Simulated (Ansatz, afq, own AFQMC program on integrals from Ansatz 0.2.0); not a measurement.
# SiGeH (quartet): AFQMC on the coupled-cluster ladder at distance Si1–Ge2 = 3.241 Å, cc-pVDZ

How near does AFQMC come to the top of the ladder for SiGeH (quartet)?

Computed with Ansatz 0.2.0, Gaussian basis, and an in-house AFQMC program (afq) on its integrals; all values are calculated. Level: cc-pVDZ, frozen cores.

To be run: PBE (unrestricted); r2SCAN (unrestricted); PBE0 (unrestricted); B3LYP (unrestricted); wB97M-V (unrestricted); B2PLYP (unrestricted); CCSD(T) on UHF; CCSDT(Q) on UHF; Phaseless AFQMC, CISD trial on UHF; Phaseless AFQMC, single-determinant trial on UHF.

5 further runs of the same task are left out: 5 that didn't finish.

### 1 The system

The geometry derives from a PBE0/def2-TZVP stationary point (not a proven minimum). One bond is set to the value named and the two fragments are kept rigid. No spin-orbit coupling is included. The filled d shell of Ge may be among the frozen orbitals whatever the setting's name suggests; the logs give the count.

3 atoms, charge 0, spin multiplicity 4.

Atoms are counted from 1 here; the program's logs count them from 0.

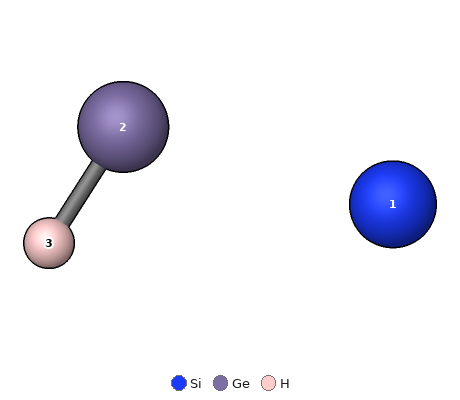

The geometry (silicon blue, germanium purple, hydrogen pink); atoms are numbered from 1 in the order of the file.

Coordinates:

```xyz
3
charge 0, multiplicity 4
Si    0.0000    0.0603    2.3500
Ge    0.0000   -0.0437   -0.8893
H     0.0000    1.4680   -1.3899
```

### 2 PBE (unrestricted)

File in.yaml:

```yaml
crystal:
  periodic: [false, false, false]
  atoms:
    - {symbol: Si, position_ang: [0.000000, 0.060297, 2.350011]}
    - {symbol: Ge, position_ang: [0.000000, -0.043682, -0.889321]}
    - {symbol: H, position_ang: [0.000000, 1.467952, -1.389905]}
basis:
  gaussian: {orbitals: cc-pVDZ}
magnetization: {spin_polarized: true, initial_magnetization: 3}
hamiltonian: {xc: {name: PBE}}
output: {orbitals: {seedname: orbitals}}
```

Run with:

```sh
> ansatz run in.yaml --threads 1 --pin off --events-out ev --progress --plain --max-ram 1382MiB
```

Log:

```text
Functional definition: PBE
  name "PBE"
  cite "Perdew, Burke & Ernzerhof, Phys. Rev. Lett. 77, 3865 (1996) doi:10.1103/PhysRevLett.77.3865"
  parent pbe
  parameter kappa = 0.804
  parameter beta = 0.06672455060314922
  exchange = pbe_x(kappa = kappa, mu = beta*pi^2/3)
  correlation = pbe_c(beta = beta)
557 factors; integrals over basis functions are off by at most 1.2e-3 eV
mean field evaluation 1: about -64393.8883 eV, gradient 7.1e0 eV
mean field evaluation 2: about -64392.7503 eV, gradient 9.8e0 eV
mean field evaluation 4: about -64394.3304 eV, gradient 9.9e-1 eV
mean field evaluation 8: about -64394.3390 eV, gradient 2.0e-2 eV
mean field evaluation 16: about -64394.3390 eV, gradient 3.4e-5 eV
mean field evaluation 32: about -64394.3390 eV, gradient 4.7e-3 eV
mean field evaluation 64: about -64392.9322 eV, gradient 2.2e0 eV
mean field -64394.33898346 eV, -2366.4483095916 hartree, gradient 8.0e-6 eV, S^2 3.754043; 8 other end points of the search recorded, 0 dependent functions left out
reference -64394.33901654 eV, -2366.4483108073 hartree; 25, 22 occupied and 25, 28 virtual orbitals, 557 factors
Total energy: -64394.33901654 eV, -2366.4483108073 hartree
```

Run time: 6 s. Hardware: 1 thread of Arm Neoverse V1, shared host.

From the report: ⟨S²⟩ of the determinant 3.754 (pure quartet: 3.75).

### 3 r2SCAN (unrestricted)

in.yaml: that of step 2 with these lines changed.

```diff
@@ -9,3 +9,2 @@
 magnetization: {spin_polarized: true, initial_magnetization: 3}
-hamiltonian: {xc: {name: PBE}}
-output: {orbitals: {seedname: orbitals}}
+hamiltonian: {xc: {name: r2SCAN}}
```

The command is unchanged.

Log, shortened:

```text
Functional definition: r2SCAN
  name "r2SCAN"
  cite "Furness, Kaplan, Ning, Perdew & Sun, J. Phys. Chem. Lett. 11, 8208 (2020) doi:10.1021/acs.jpclett.0c02405"
  cite "Furness, Kaplan, Ning, Perdew & Sun, J. Phys. Chem. Lett. 11, 9248 (2020) doi:10.1021/acs.jpclett.0c03077"
  parent r2scan
[...]
557 factors; integrals over basis functions are off by at most 1.2e-3 eV
[...]
mean field -64405.65809365 eV, -2366.8642792186 hartree, gradient 7.1e-6 eV, S^2 3.760428; 5 other end points of the search recorded, 0 dependent functions left out
reference -64405.65810443 eV, -2366.8642796148 hartree; 25, 22 occupied and 25, 28 virtual orbitals, 557 factors
Total energy: -64405.65810443 eV, -2366.8642796148 hartree
```

Run time: 12 s. Hardware: 1 thread of Arm Neoverse V1, shared host.

From the report: ⟨S²⟩ of the determinant 3.760 (pure quartet: 3.75).

### 4 PBE0 (unrestricted)

in.yaml: that of step 3 with these lines changed.

```diff
@@ -9,2 +9,3 @@
 magnetization: {spin_polarized: true, initial_magnetization: 3}
-hamiltonian: {xc: {name: r2SCAN}}
+hamiltonian: {xc: {name: PBE0}}
+output: {orbitals: {seedname: orbitals}}
```

The command is unchanged.

Log, shortened:

```text
Functional definition: PBE0
  name "PBE0"
  cite "Adamo & Barone, J. Chem. Phys. 110, 6158 (1999) doi:10.1063/1.478522"
  cite "Perdew, Burke & Ernzerhof, Phys. Rev. Lett. 77, 3865 (1996) doi:10.1103/PhysRevLett.77.3865"
  parent pbe
[...]
557 factors; integrals over basis functions are off by at most 1.2e-3 eV
[...]
mean field -64396.27741585 eV, -2366.5195456680 hartree, gradient 2.1e-5 eV, S^2 3.758638; 2 other end points of the search recorded, 0 dependent functions left out
reference -64396.27744061 eV, -2366.5195465779 hartree; 25, 22 occupied and 25, 28 virtual orbitals, 557 factors
Total energy: -64396.27744061 eV, -2366.5195465779 hartree
```

Wall time 3.1 s (1 thread of Arm Neoverse V1, shared host).

From the report: ⟨S²⟩ of the determinant 3.759 (pure quartet: 3.75).

### 5 B3LYP (unrestricted)

in.yaml: that of step 4 with these lines changed.

```diff
@@ -9,3 +9,2 @@
 magnetization: {spin_polarized: true, initial_magnetization: 3}
-hamiltonian: {xc: {name: PBE0}}
-output: {orbitals: {seedname: orbitals}}
+hamiltonian: {xc: {name: B3LYP}}
```

The command is unchanged.

Log, shortened:

```text
Functional definition: B3LYP
  name "B3LYP"
  cite "Stephens, Devlin, Chabalowski & Frisch, J. Phys. Chem. 98, 11623 (1994) doi:10.1021/j100096a001"
  cite "Becke, Phys. Rev. A 38, 3098 (1988) doi:10.1103/PhysRevA.38.3098"
  cite "Lee, Yang & Parr, Phys. Rev. B 37, 785 (1988) doi:10.1103/PhysRevB.37.785"
  cite "Vosko, Wilk & Nusair, Can. J. Phys. 58, 1200 (1980) doi:10.1139/p80-159"
[...]
557 factors; integrals over basis functions are off by at most 1.2e-3 eV
[...]
mean field -64408.66491494 eV, -2366.9747778631 hartree, gradient 1.8e-5 eV, S^2 3.755271; 6 other end points of the search recorded, 0 dependent functions left out
reference -64408.66512499 eV, -2366.9747855823 hartree; 25, 22 occupied and 25, 28 virtual orbitals, 557 factors
Total energy: -64408.66512499 eV, -2366.9747855823 hartree
```

It took 6 s on 1 thread of Arm Neoverse V1, shared host.

From the report: ⟨S²⟩ of the determinant 3.755 (pure quartet: 3.75).

### 6 wB97M-V (unrestricted)

in.yaml: that of step 5 with these lines changed.

```diff
@@ -9,2 +9,3 @@
 magnetization: {spin_polarized: true, initial_magnetization: 3}
-hamiltonian: {xc: {name: B3LYP}}
+hamiltonian: {xc: {name: wB97M-V}}
+output: {orbitals: {seedname: orbitals}}
```

The command is unchanged.

Log, shortened:

```text
Functional definition: wB97M-V
  name "wB97M-V"
  cite "Mardirossian & Head-Gordon, J. Chem. Phys. 144, 214110 (2016) doi:10.1063/1.4952647"
  cite "Becke, J. Chem. Phys. 107, 8554 (1997) doi:10.1063/1.475007"
  cite "Vydrov & Van Voorhis, J. Chem. Phys. 133, 244103 (2010) doi:10.1063/1.3521275"
  # Of w^i u^j: cxij and so on, Table III.
[...]
  gx(w, u) = 1 - cx + cx01*u + cx10*w
  gss(w, u) = css00 + css04*u^4 + css10*w + css20*w^2 + css43*w^4*u^3
  gos(w, u) = cos00 + cos10*w + (cos20 + cos21*u)*w^2 + (cos60 + cos61*u)*w^6
[...]
      + integral(e_c_pw_mod_opposite_spin*gos(b97_w_opposite, b97_u_opposite)) + vv10(b, c)
557 factors; integrals over basis functions are off by at most 1.2e-3 eV
165 factors; integrals over basis functions are off by at most 9.7e-6 eV
[...]
mean field -64402.79277430 eV, -2366.7589806749 hartree, gradient 6.3e-6 eV, S^2 3.758361; 4 other end points of the search recorded, 0 dependent functions left out
reference -64402.79280651 eV, -2366.7589818585 hartree; 25, 22 occupied and 25, 28 virtual orbitals, 557 factors
Total energy: -64402.79280651 eV, -2366.7589818585 hartree
```

It took 23 s on 1 thread of Arm Neoverse V1, shared host.

From the report: ⟨S²⟩ of the determinant 3.758 (pure quartet: 3.75).

### 7 B2PLYP (unrestricted)

in.yaml: that of step 6 with these lines changed.

```diff
@@ -9,3 +9,3 @@
 magnetization: {spin_polarized: true, initial_magnetization: 3}
-hamiltonian: {xc: {name: wB97M-V}}
-output: {orbitals: {seedname: orbitals}}
+hamiltonian: {xc: {name: B2PLYP}}
+correlation: {electrons: outside_noble_gas}
```

Launched as before.

Log, shortened:

```text
Functional definition: B2PLYP
  name "B2PLYP"
  cite "Grimme, J. Chem. Phys. 124, 034108 (2006) doi:10.1063/1.2148954"
  cite "Becke, Phys. Rev. A 38, 3098 (1988) doi:10.1103/PhysRevA.38.3098"
  cite "Lee, Yang & Parr, Phys. Rev. B 37, 785 (1988) doi:10.1103/PhysRevB.37.785"
[...]
557 factors; integrals over basis functions are off by at most 1.2e-3 eV
[...]
mean field -64390.67117675 eV, -2366.3135201810 hartree, gradient 2.0e-6 eV, S^2 3.760892; 6 other end points of the search recorded, 0 dependent functions left out
19 core orbitals not correlated: weight in the atoms' cores, before any rotation towards them, 0.999 or more for the frozen orbitals, at most 0.000 for the correlated occupied ones
reference -64390.67130737 eV, -2366.3135249812 hartree; 6, 3 occupied and 25, 28 virtual orbitals, 557 factors
second order -4.39265295 eV of doubles, -0.00000000 eV of singles
Total energy: -64391.85732367 eV, -2366.3571102762 hartree
```

Run time: 7.5 s. Hardware: 1 thread of Arm Neoverse V1, shared host.

From the report: ⟨S²⟩ of the determinant 3.761 (pure quartet: 3.75).

### 8 CCSD(T) on UHF

in.yaml: that of step 7 with these lines changed.

```diff
@@ -9,3 +9,2 @@
 magnetization: {spin_polarized: true, initial_magnetization: 3}
-hamiltonian: {xc: {name: B2PLYP}}
-correlation: {electrons: outside_noble_gas}
+correlation: {method: ccsd_t, electrons: outside_noble_gas, hamiltonian_folder: ham}
```

Launched as before.

Log, shortened:

```text
Functional definition: HF
  name "HF"
  cite "Fock, Z. Phys. 61, 126 (1930) doi:10.1007/BF01340294"
  parent pbe
[...]
557 factors; integrals over basis functions are off by at most 1.2e-3 eV
[...]
mean field -64347.48199079 eV, -2364.7263468716 hartree, gradient 7.4e-6 eV, S^2 3.776919; 26 other end points of the search recorded, 0 dependent functions left out
determinant -64347.48199079 eV, -2364.7263468716 hartree, with singles and doubles -64351.71396935 eV, -2364.8818692153 hartree
determinant -64347.40501650 eV, -2364.7235181186 hartree, with singles and doubles -64351.64338353 eV, -2364.8792752342 hartree
determinant -64347.32853448 eV, -2364.7207074562 hartree, with singles and doubles -64351.42712035 eV, -2364.8713277088 hartree
determinant -64347.13029145 eV, -2364.7134221595 hartree, with singles and doubles -64351.70475822 eV, -2364.8815307125 hartree
[...]
determinant -64347.48199079 eV, -2364.7263468716 hartree, with singles and doubles -64351.72258642 eV, -2364.8821858867 hartree
determinant -64347.40501650 eV, -2364.7235181186 hartree, with singles and doubles -64351.66229170 eV, -2364.8799700967 hartree
determinant -64347.32853448 eV, -2364.7207074562 hartree, with singles and doubles -64351.42677108 eV, -2364.8713148734 hartree
determinant -64347.13029145 eV, -2364.7134221595 hartree, with singles and doubles -64351.70803640 eV, -2364.8816511835 hartree
19 core orbitals not correlated: weight in the atoms' cores, before any rotation towards them, 1.000 or more for the frozen orbitals, at most 0.000 for the correlated occupied ones
reference -64347.48199079 eV, -2364.7263468716 hartree; 6, 3 occupied and 25, 28 virtual orbitals, 557 factors
second order -3.10239324 eV of doubles, -0.00000000 eV of singles
cycle   1  -4.24059367 eV  change    2.0e-6 eV  update   2.5e-6
perturbative correction -0.15032804 eV, -0.0055244534 hartree
Total energy: -64351.87291249 eV, -2364.8877102679 hartree
```

Run time: 29 s. Hardware: 1 thread of Arm Neoverse V1, shared host.

From the report: ⟨S²⟩ of the determinant 3.777 (pure quartet: 3.75); correlation -4.3909 eV; T1 0.059; largest double amplitude 0.15.

This run also writes the integrals to the folder ham.

### 9 CCSDT(Q) on UHF

in.yaml: that of step 8 with these lines changed.

```diff
@@ -9,2 +9,2 @@
 magnetization: {spin_polarized: true, initial_magnetization: 3}
-correlation: {method: ccsd_t, electrons: outside_noble_gas, hamiltonian_folder: ham}
+correlation: {method: ccsdt_q, electrons: outside_noble_gas}
```

Launched as before.

Log, shortened:

```text
Functional definition: HF
  name "HF"
  cite "Fock, Z. Phys. 61, 126 (1930) doi:10.1007/BF01340294"
  parent pbe
[...]
959 factors; integrals over basis functions are off by at most 1.5e-7 eV
[...]
mean field -64347.48204721 eV, -2364.7263489450 hartree, gradient 1.5e-6 eV, S^2 3.776919; 25 other end points of the search recorded, 0 dependent functions left out
determinant -64347.48204721 eV, -2364.7263489450 hartree, with singles and doubles -64351.71403149 eV, -2364.8818714989 hartree
determinant -64347.40508127 eV, -2364.7235204988 hartree, with singles and doubles -64351.64345285 eV, -2364.8792777816 hartree
determinant -64347.32860073 eV, -2364.7207098911 hartree, with singles and doubles -64351.42719631 eV, -2364.8713305003 hartree
determinant -64347.13035158 eV, -2364.7134243691 hartree, with singles and doubles -64351.70482298 eV, -2364.8815330922 hartree
[...]
determinant -64347.40508127 eV, -2364.7235204988 hartree, with singles and doubles -64351.66235998 eV, -2364.8799726057 hartree
determinant -64347.32860073 eV, -2364.7207098911 hartree, with singles and doubles -64351.42684683 eV, -2364.8713176571 hartree
determinant -64347.13035158 eV, -2364.7134243691 hartree, with singles and doubles -64351.70810062 eV, -2364.8816535435 hartree
19 core orbitals not correlated: weight in the atoms' cores, before any rotation towards them, 1.000 or more for the frozen orbitals, at most 0.000 for the correlated occupied ones
reference -64347.48204721 eV, -2364.7263489450 hartree; 6, 3 occupied and 25, 28 virtual orbitals, 959 factors
second order -3.10240848 eV of doubles, -0.00000000 eV of singles
cycle   1  -3.82926904 eV  change   -7.3e-1 eV  update   9.1e-2
[...]
cycle  27  -4.50812239 eV  change    3.9e-7 eV  update   2.6e-7
perturbative correction -0.02572946 eV, -0.0009455402 hartree
Total energy: -64352.01589905 eV, -2364.8929649272 hartree
```

It took 50 s on 1 thread of Arm Neoverse V1, shared host.

From the report: ⟨S²⟩ of the determinant 3.777 (pure quartet: 3.75); correlation -4.5339 eV; T1 0.109; largest double amplitude 0.32.

### 10 Phaseless AFQMC, CISD trial on UHF

It reads the integrals that the CCSD(T) run on this determinant wrote.

Run with:

```sh
> afq ham --method phaseless --trial cisd --walkers 60 --populations 1 --least-time 40 --time-step 0.005 --steps-per-block 50 --equilibration-blocks 40 --max-blocks 300 --target-error 0.00072 --factor-cut 1e-05 --start spin_pure --seed 4206 --release-times 0.24,0.51,0.99,1.62,2.4 --release-step 0.03 --release-every 4 --taylor-order 6
```

Log:

```text
orbitals 31  electrons 6 3  factors 219 of 557
reference energy -2364.72634687 Eh
CCSD correlation -0.15583928 Eh in 16 cycles, weight of the determinant in the CISD state 0.8051
energy of the start -2364.881628 Eh
 block  time / (1/Eh)  mean weight  energy / Eh
     1     0.250  0.9998  -2364.879835
     2     0.500  0.9999  -2364.880009
     3     0.750  1.0004  -2364.880611
     4     1.000  1.0007  -2364.881053
     5     1.250  1.0003  -2364.882584
     6     1.500  1.0002  -2364.882972
     7     1.750  0.9998  -2364.885724
     8     2.000  1.0012  -2364.885670
     9     2.250  1.0007  -2364.887495
    10     2.500  0.9995  -2364.887810
    11     2.750  1.0003  -2364.888675
    16     4.000  0.9987  -2364.894208
    21     5.250  1.0013  -2364.891234
    26     6.500  1.0015  -2364.889256
    31     7.750  1.0005  -2364.888327
    36     9.000  0.9998  -2364.887567
    41    10.250  0.9997  -2364.889492
    46    11.500  0.9987  -2364.894988
    51    12.750  0.9986  -2364.893791
    56    14.000  1.0002  -2364.885770
    61    15.250  0.9999  -2364.890261
    66    16.500  0.9999  -2364.887166
    71    17.750  0.9997  -2364.890034
    76    19.000  1.0000  -2364.890004
    81    20.250  0.9998  -2364.884116
    86    21.500  1.0026  -2364.883016
    91    22.750  0.9997  -2364.882595
    96    24.000  1.0006  -2364.890754
   101    25.250  1.0006  -2364.895737
   106    26.500  1.0014  -2364.888715
   111    27.750  1.0009  -2364.892334
   116    29.000  1.0010  -2364.887038
   121    30.250  0.9985  -2364.887753
   126    31.500  1.0013  -2364.887352
   131    32.750  0.9998  -2364.885411
   136    34.000  1.0004  -2364.888596
   141    35.250  1.0006  -2364.886305
   146    36.500  1.0014  -2364.885975
   151    37.750  0.9977  -2364.890474
   156    39.000  1.0027  -2364.892683
   161    40.250  1.0012  -2364.885857
   166    41.500  1.0014  -2364.891920
   171    42.750  1.0001  -2364.893493
   176    44.000  1.0013  -2364.883370
   181    45.250  1.0009  -2364.889617
   186    46.500  1.0008  -2364.892476
   191    47.750  0.9974  -2364.889501
   196    49.000  1.0017  -2364.884122
blocks merged  error / Eh  count
     1  0.000320  160
     2  0.000403  80
     4  0.000460  40
     8  0.000520  20
    16  0.000454  10
released: time / (1/Eh)  energy / Eh  error  mean overlap
  0.24  -2364.889964  0.000510  0.9979
  0.51  -2364.889657  0.000576  1.0147
  0.99  -2364.889936  0.000797  1.0261
  1.62  -2364.890531  0.000640  1.0154
  2.40  -2364.892005  0.000835  0.9997
energy -2364.889420 +/- 0.000520 Eh
```

Wall time 2.7 min (1 thread of Arm Neoverse V1, shared host).

Energy -64351.9194 ± 0.0142 eV. Caveats: constraint bias not in the error.

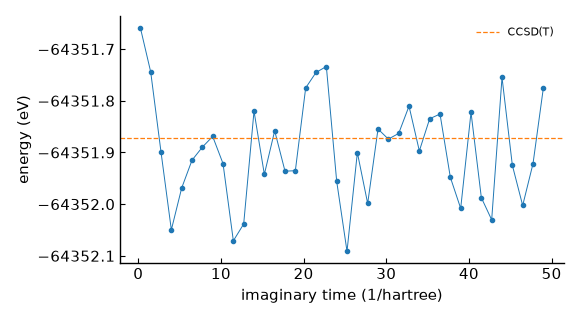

Block energies along the walk.

### 11 Phaseless AFQMC, single-determinant trial on UHF

It reads the integrals that the CCSD(T) run on this determinant wrote.

Run with:

```sh
> afq ham --method phaseless --trial hf --walkers 120 --populations 1 --least-time 40 --time-step 0.005 --steps-per-block 20 --equilibration-blocks 160 --max-blocks 600 --target-error 0.00216 --factor-cut 1e-05 --start spin_pure --seed 364 --taylor-order 6
```

Log:

```text
orbitals 31  electrons 6 3  factors 219 of 557
reference energy -2364.72634687 Eh
CCSD correlation -0.15583928 Eh in 16 cycles, weight of the determinant in the CISD state 0.8051
energy of the start -2364.726623 Eh
 block  time / (1/Eh)  mean weight  energy / Eh
     1     0.100  1.0000  -2364.744186
     2     0.200  0.9997  -2364.760382
     3     0.300  1.0001  -2364.775339
     4     0.400  1.0001  -2364.786296
     5     0.500  1.0011  -2364.799781
     6     0.600  1.0011  -2364.808961
     7     0.700  1.0002  -2364.818445
     8     0.800  0.9993  -2364.823955
     9     0.900  1.0010  -2364.831258
    10     1.000  1.0005  -2364.840825
    15     1.500  0.9993  -2364.849867
    29     2.900  0.9997  -2364.882278
    43     4.300  1.0000  -2364.888089
    57     5.700  0.9996  -2364.878446
    71     7.100  0.9990  -2364.891190
    85     8.500  1.0006  -2364.877400
    99     9.900  1.0005  -2364.889745
   113    11.300  1.0016  -2364.865074
   127    12.700  1.0007  -2364.894595
   141    14.100  1.0000  -2364.864531
   155    15.500  1.0003  -2364.872524
   169    16.900  0.9997  -2364.876463
   183    18.300  0.9992  -2364.895615
   197    19.700  0.9993  -2364.885574
   211    21.100  1.0000  -2364.874338
   225    22.500  0.9994  -2364.880622
   239    23.900  0.9997  -2364.891803
   253    25.300  0.9998  -2364.888869
   267    26.700  1.0005  -2364.882216
   281    28.100  0.9980  -2364.897285
   295    29.500  0.9997  -2364.897411
   309    30.900  0.9994  -2364.886877
   323    32.300  1.0018  -2364.878130
   337    33.700  0.9993  -2364.892622
   351    35.100  1.0013  -2364.912167
   365    36.500  1.0006  -2364.895924
   379    37.900  0.9992  -2364.906344
   393    39.300  1.0004  -2364.890378
   407    40.700  1.0005  -2364.877811
   421    42.100  1.0005  -2364.897432
   435    43.500  0.9986  -2364.918298
   449    44.900  0.9980  -2364.894293
   463    46.300  1.0019  -2364.891827
   477    47.700  1.0006  -2364.902551
   491    49.100  1.0006  -2364.896409
   505    50.500  0.9993  -2364.891222
   519    51.900  0.9979  -2364.878939
   533    53.300  1.0002  -2364.889762
   547    54.700  1.0011  -2364.887312
blocks merged  error / Eh  count
     1  0.000561  400
     2  0.000760  200
     4  0.001025  100
     8  0.001330  50
    16  0.001707  25
    32  0.001828  12
energy -2364.890437 +/- 0.001707 Eh
```

Run time: 2.5 min. Hardware: 1 thread of Arm Neoverse V1, shared host.

Energy -64351.9471 ± 0.0464 eV. The run doesn't count as converged. Caveats: constraint bias not in the error; error not settled.

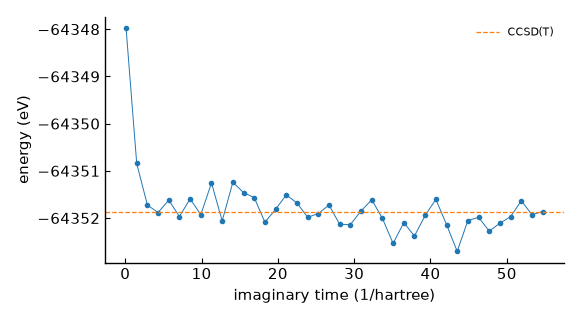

Block energies along the walk.

### 12 All levels side by side

On the UHF determinant, counted from CCSDT(Q) (a yardstick, not exact):

```csv
level,energy (eV),from CCSDT(Q) (kcal/mol),statistical error (kcal/mol),time
HF,-64347.4820,+104.55,,
MP2,-64350.5844,+33.01,,
CCSD,-64351.7226,+6.76,,
CCSD(T),-64351.8729,+3.30,,
CCSDT(Q),-64352.0159,0.00,,
"Phaseless AFQMC, CISD trial, step 0.005, 60 walkers",-64351.9194,+2.22,0.33,2.7 min
```

The functionals' totals stand on their own zeros and serve differences with other points: PBE -64394.339 eV; r2SCAN -64405.658 eV; PBE0 -64396.277 eV; B3LYP -64408.665 eV; wB97M-V -64402.793 eV; B2PLYP -64391.857 eV.

### 13 Summary of results

```
                                        quantity                  value
                    CCSD(T) on UHF from CCSDT(Q)         +3.30 kcal/mol
Phaseless AFQMC, CISD trial on UHF from CCSDT(Q)  +2.22 ± 0.33 kcal/mol
```

What this shows: On UHF the phaseless walk with the CISD trial lies +2.22 kcal/mol from CCSDT(Q), 7 times its error bar. Error bars are statistical and leave out the constraint, the time step and what remains of the start.
